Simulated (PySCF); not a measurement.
# C3H10NO2Si (doublet): what the fields show

```xyz
17

C    -1.7502    0.8263    0.3665
C    -1.7898   -0.1674   -0.7835
O    -0.5041   -0.4431   -1.2929
Si    0.6827   -1.2940   -0.5932
O     0.0111   -2.4558    0.3585
N     1.6423   -0.2859    0.4573
C     2.0868    1.0243    0.0463
H    -1.1711    0.4134    1.1890
H    -1.2832    1.7546    0.0450
H    -2.7601    1.0373    0.7098
H    -2.3656    0.2375   -1.6223
H    -2.2530   -1.1035   -0.4550
H     0.5276   -2.9053    1.0203
H     2.3439   -0.7454    1.0217
H     1.3114    1.4738   -0.5685
H     3.0142    0.9946   -0.5359
H     2.2502    1.6507    0.9263
```

Geometry: GFN2-xTB.

All numbers below come from UKS B3LYP, pcH-1 on C H N O Si, non-relativistic, mean-field spin-orbit, GIAO in PySCF 2.14.0, density-fitted response routines.

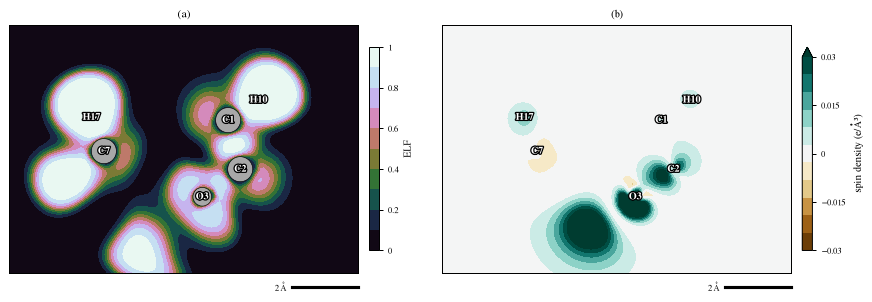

Figure 1. (a) electron localisation function; (b) spin density on the plane of atoms C2, C1 and H10. Grey discs cover the atomic cores in the ELF map.

Q: What do the fields say about this system?

A:
- The plane passes through C, O and H nuclei.
- C–O (1.41 Å): the ELF peaks at about 0.90 between the atoms, as expected for a shared but strongly polarised pair.
- C–C (1.52 Å): the ELF peaks at about 0.95 between the atoms; localised, covalent bonding.
- The ELF also peaks beside O3, away from the bonds: non-bonding electrons, paired or unpaired.
- The unpaired spin (1 electron) lies mostly on Si4 (about 0.7), N6 (about 0.1) and O5 (about 0.1), in electrons by Hirshfeld's partition.

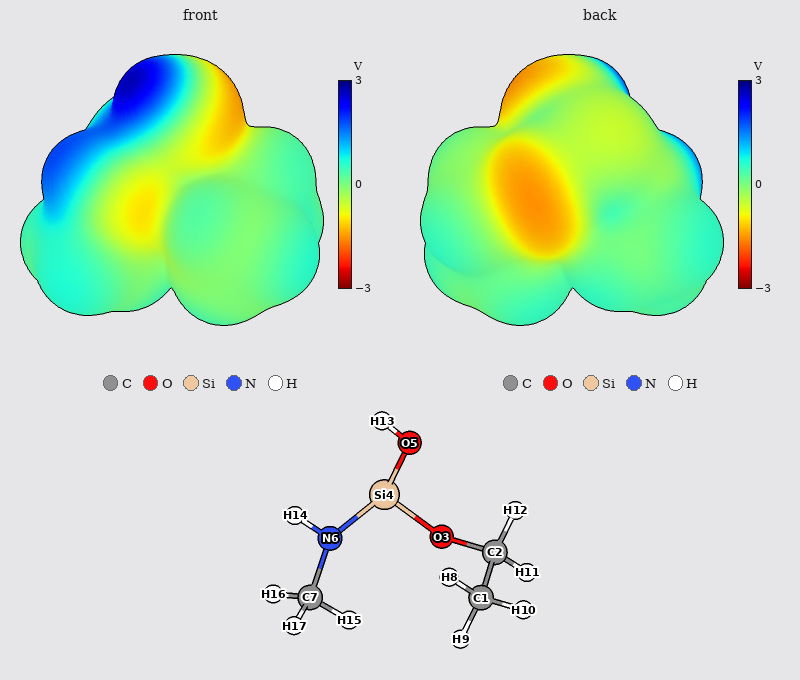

Figure 2. The electrostatic potential painted on the density surface at 0.002 e/bohr³, seen from the front and from behind; red is negative and blue positive. The bare structure is drawn below in the same view.

Q: Describe the electrostatic potential map.

A: The most negative region (about −1.5 V) lies over O3 and O5, the most positive (about +2.6 V) over H13.
